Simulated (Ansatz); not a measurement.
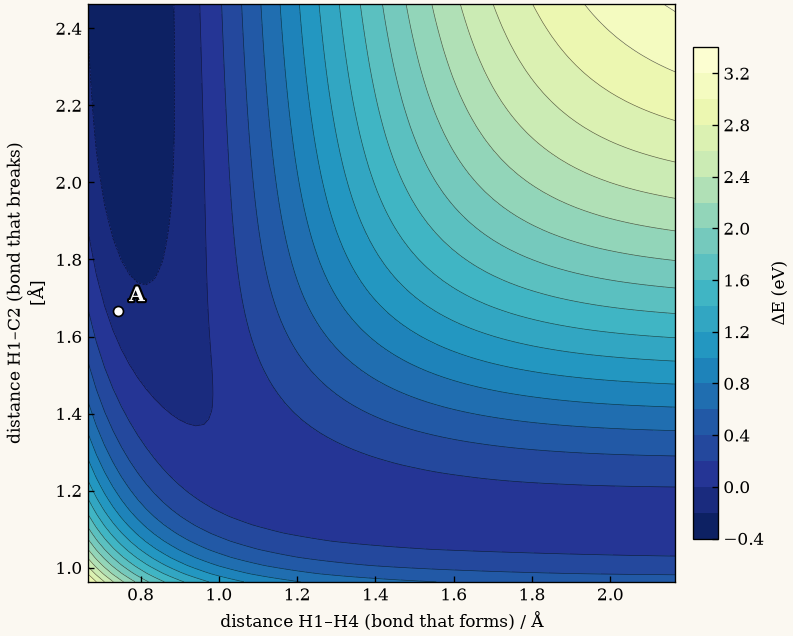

The reacting system CH₆N (fragments CH₅N + H where the first distance is long, H₂ + CH₄N where the second is long), spin multiplicity 2. Coordinates scanned: (1) distance H1–H4 (bond that forms); (2) distance H1–C2 (bond that breaks). Relaxed at each point: all other coordinates. The grid has 12 × 12 points. Points are written as (first, second). All energies are given in eV relative to a guessed transition structure relaxed with its forming and breaking bonds held. Theory: UKS PBE-D4/def2-TZVP (Ansatz 0.2.0).

The picture shows filled contours, the point A. Between grid points the surface is interpolated.

**Which way does the force act at A, and how strong is it?**

A, at (0.741 Å, 1.666 Å), is not a stationary point. The computed force is 2.2 eV for each Å towards larger values of the first coordinate and 0.93 eV for each Å towards larger values of the second coordinate.
